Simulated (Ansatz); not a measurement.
**Frequency calculation of GaH3OF**

System: GaH3OF, multiplicity 2.
Method: UKS B3LYP/def2-SVP (Ansatz 0.2.0).

It belongs to a series of runs on one base structure; here: vibrations at the highest image of the band. Figures and captions count atoms from 1; the log counts them from 0 in places.

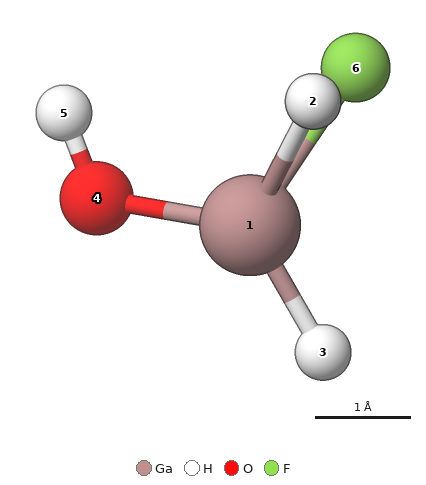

The structure as given in the input (ball-and-stick view, seen at a tilt; atoms are numbered from 1 in the order of the input). Sticks mark near contacts. Bond lengths as drawn: F–Ga 2.00 Å, Ga–H 1.56 to 1.81 Å, Ga–O 1.79 Å and H–O 0.97 Å.

**The input**
```yaml
crystal:
  periodic: [false, false, false]
  atoms:
    - { symbol: Ga, position_ang: [0.122037, -0.15863, 0.179587] }
    - { symbol: H, position_ang: [0.004125, -0.675765, 1.910471] }
    - { symbol: H, position_ang: [1.469018, 0.344214, -0.418577] }
    - { symbol: O, position_ang: [-1.343202, -0.35543, -0.821678] }
    - { symbol: H, position_ang: [-2.15891, -0.554785, -0.344061] }
    - { symbol: F, position_ang: [-0.343367, 0.553696, 1.987756] }
magnetization:
  spin_polarized: true
  initial_magnetization: 1
basis:
  gaussian: { orbitals: def2-SVP }
hamiltonian:
  xc: b3lyp
phonons: {}
```

Launch command:
```bash
ansatz run input.yaml --threads 2 --pin off --max-ram 3072MiB --backend cpu --events-out ev --progress --plain --runs-dir out
```

**The program's output**
```
Engine: ansatz 0.2.0, aarch64-unknown-linux-gnu
Functional definition: B3LYP
  parameter a0 = 0.2
  parameter ax = 0.72
  parameter ac = 0.81
  exchange = (1 - a0 - ax)*slater_x + ax*b88_x + a0*exact_x
  correlation = (1 - ac)*vwn_rpa_c + ac*lyp_c
784 factors; integrals over basis functions are off by at most 3.5e-4 eV
mean field evaluation 1: about -57173.5993 eV, gradient 4.5e1 eV
mean field evaluation 2: about -57128.8979 eV, gradient 1.1e2 eV
mean field evaluation 4: about -57180.0970 eV, gradient 1.0e1 eV
mean field evaluation 8: about -57180.4493 eV, gradient 1.4e-1 eV
mean field evaluation 16: about -57180.4494 eV, gradient 4.5e-5 eV
mean field -57180.44937928 eV, -2101.3427563880 hartree, gradient 4.5e-5 eV, S^2 0.752031; 0 other end points of the search recorded, 0 dependent functions left out
the calculation of the forces begins
reference -57180.44960140 eV, -2101.3427645508 hartree; 26, 25 occupied and 49, 50 virtual orbitals, 784 factors
these checks for a lower state are left out or cut short: stability, starts, cluster_reference, orbital_swaps, neighbouring_geometries, increment
784 factors; integrals over basis functions are off by at most 3.5e-4 eV
mean field -57180.44928322 eV, -2101.3427528576 hartree, gradient 9.5e-7 eV, S^2 0.752031; 0 other end points of the search recorded, 0 dependent functions left out
[... from here on the field's lines of each further geometry are left out, up to the last ...]
the calculation of the forces begins
reference -57180.44959060 eV, -2101.3427641538 hartree; 26, 25 occupied and 49, 50 virtual orbitals, 784 factors
these checks for a lower state are left out or cut short: stability, starts, cluster_reference, orbital_swaps, neighbouring_geometries, increment
784 factors; integrals over basis functions are off by at most 3.5e-4 eV
mean field evaluation 224: about -57180.4494 eV, gradient 1.8e-6 eV
mean field -57180.44935406 eV, -2101.3427554609 hartree, gradient 1.8e-6 eV, S^2 0.752027; 0 other end points of the search recorded, 0 dependent functions left out
the calculation of the forces begins
reference -57180.44957619 eV, -2101.3427636242 hartree; 26, 25 occupied and 49, 50 virtual orbitals, 784 factors
WARN: phonons: modes at or below zero, which the zero-point energy, F, S and C_V leave out: 1, the lowest at -859.29 cm⁻¹. A minimum has none, and a first-order saddle one
Total energy: -57180.44960140 eV, -2101.3427645508 hartree
Atom 0 at     0.122037    -0.158630     0.179587 Å, force    -0.000293    -0.001315    -0.001828 eV/Å
Atom 1 at     0.004125    -0.675765     1.910471 Å, force    -0.000066    -0.001971    -0.000716 eV/Å
Atom 2 at     1.469018     0.344214    -0.418577 Å, force     0.000193     0.000255     0.000074 eV/Å
Atom 3 at    -1.343202    -0.355430    -0.821678 Å, force    -0.000223     0.000190    -0.000306 eV/Å
Atom 4 at    -2.158910    -0.554785    -0.344061 Å, force     0.000507    -0.000504    -0.000097 eV/Å
Atom 5 at    -0.343367     0.553696     1.987756 Å, force    -0.000118     0.003345     0.002872 eV/Å
Dipole moment:    -0.003032    -0.199439     0.094840 e Å
Vibrations: -859.29 152.03 308.70 407.03 467.92 552.28 581.45 700.56 792.57 1265.08 1991.55 3851.47 cm⁻¹, zero-point energy 0.686292 eV
```

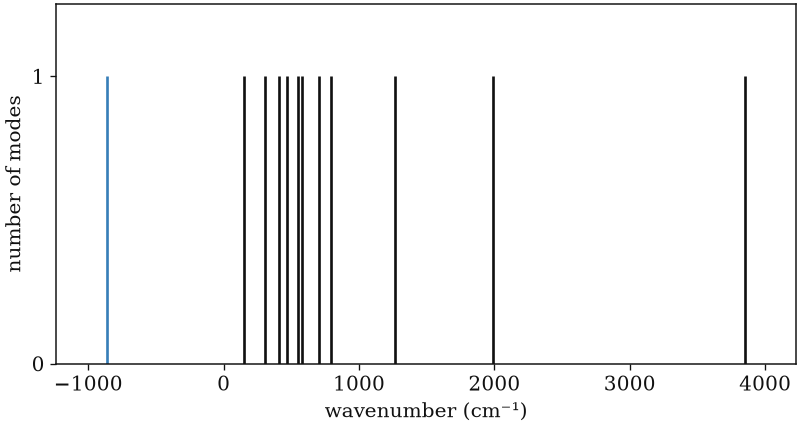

Harmonic vibrational wavenumbers from the force constants; neighbouring modes closer than 21 cm⁻¹ are counted in one stick, and imaginary ones are drawn at negative wavenumbers. 12 modes from 859i to 3851 cm⁻¹, 1 imaginary beyond 8i (859i cm⁻¹): a first-order saddle point, if the geometry is stationary.

**Results in brief**

```json
{"quantity": "outcome", "value": "converged"}
{"quantity": "total energy", "value": "−57180.4496 eV"}
{"quantity": "mean-field energy", "value": "−57180.4496 eV"}
{"quantity": "⟨S²⟩", "value": "0.752"}
{"quantity": "largest force (length of the vector)", "value": "0.004 eV/Å"}
{"quantity": "hardware", "value": "2 threads of Arm Neoverse V1, 24 GiB of memory available, shared host"}
{"quantity": "wall time", "value": "47 s (CPU time 90 s)"}
{"quantity": "peak memory", "value": "0.2 GiB"}
```
